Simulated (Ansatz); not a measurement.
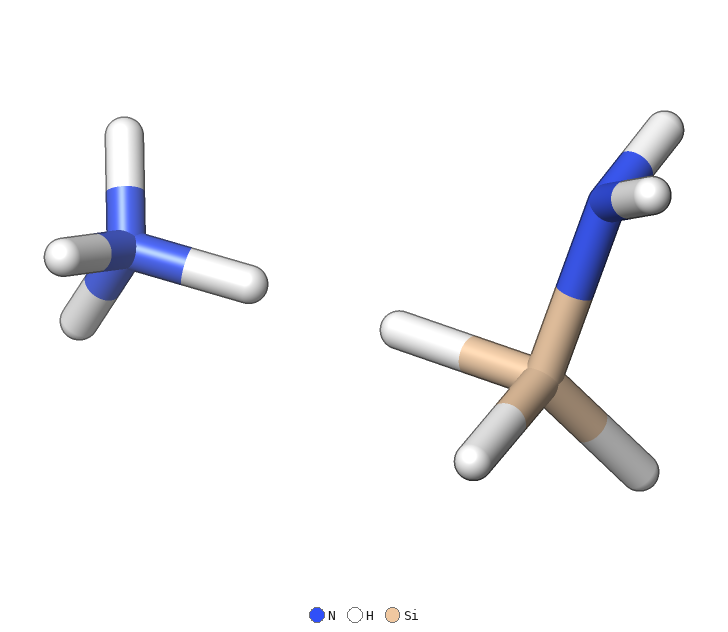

The structure as it stands in the input.

Ansatz 0.2.0 input:

```yaml
crystal:
  periodic: [false, false, false]
  atoms:
    - {symbol: N, position_ang: [-0.718300, -0.464200, -2.248100]}
    - {symbol: H, position_ang: [-0.152500, -0.223000, -3.066400]}
    - {symbol: H, position_ang: [-0.826300, -1.481100, -2.192400]}
    - {symbol: H, position_ang: [-1.640200, -0.025400, -2.324600]}
    - {symbol: H, position_ang: [-0.209600, -0.101900, -1.329000]}
    - {symbol: Si, position_ang: [1.052400, 0.256900, 1.221200]}
    - {symbol: N, position_ang: [-0.342800, 0.378500, 2.197900]}
    - {symbol: H, position_ang: [1.529600, -1.111900, 1.297700]}
    - {symbol: H, position_ang: [0.435700, 0.360100, -0.210200]}
    - {symbol: H, position_ang: [2.068200, 1.297200, 1.272500]}
    - {symbol: H, position_ang: [-0.804800, 1.266400, 2.327100]}
    - {symbol: H, position_ang: [-0.391400, -0.151600, 3.054400]}
basis:
  gaussian: {orbitals: def2-SVP}
total_charge: 1
hamiltonian: {xc: pbe, dispersion: d4}
relax: {f_tol: 0.03, max_steps: 250}
```

It was started with:

```sh
ansatz run in.yaml --threads 4 --pin off --events-out ev --progress --plain --max-ram 9574MiB
```

Output (its end):

```
1062 factors; their error is unknown
mean field -10985.11430661 eV, -403.6955047901 hartree, gradient 1.2e-5 eV, S^2 0.000000; 1 other end points of the search recorded, 0 dependent functions left out
the calculation of the forces begins
reference -10985.11434437 eV, -403.6955061777 hartree; 18, 18 occupied and 73, 73 virtual orbitals, 1062 factors
Total energy: -10985.22772824 eV, -403.6996729580 hartree
Atom 0 at    -0.646994    -0.463792    -2.412082 Å, force     0.007325     0.014929     0.022292 eV/Å
Atom 1 at     0.039923    -0.075605    -3.082676 Å, force    -0.007733     0.000501     0.003589 eV/Å
Atom 2 at    -0.735077    -1.484129    -2.565290 Å, force     0.001706     0.007832     0.007474 eV/Å
Atom 3 at    -1.567394    -0.014520    -2.565537 Å, force     0.013210    -0.004303    -0.000686 eV/Å
Atom 4 at    -0.312780    -0.272239    -1.385082 Å, force    -0.013910    -0.025289    -0.024858 eV/Å
Atom 5 at     0.874397     0.210546     1.238014 Å, force     0.000741    -0.006981    -0.015376 eV/Å
Atom 6 at    -0.104660     0.540583     2.596084 Å, force    -0.003291     0.009149     0.004403 eV/Å
Atom 7 at     1.629260    -1.071350     1.396014 Å, force    -0.000410     0.001796     0.000752 eV/Å
Atom 8 at     0.072405    -0.055192    -0.093945 Å, force     0.000626     0.004449    -0.005076 eV/Å
Atom 9 at     1.705416     1.395202     0.858713 Å, force     0.004989     0.001068     0.000619 eV/Å
Atom 10 at    -0.446879     1.475432     2.824473 Å, force    -0.003497    -0.001285     0.008229 eV/Å
Atom 11 at    -0.507616    -0.184936     3.191415 Å, force     0.000244    -0.001867    -0.001362 eV/Å
Dipole moment:    -0.759149    -0.344024    -1.864366 e Å
```
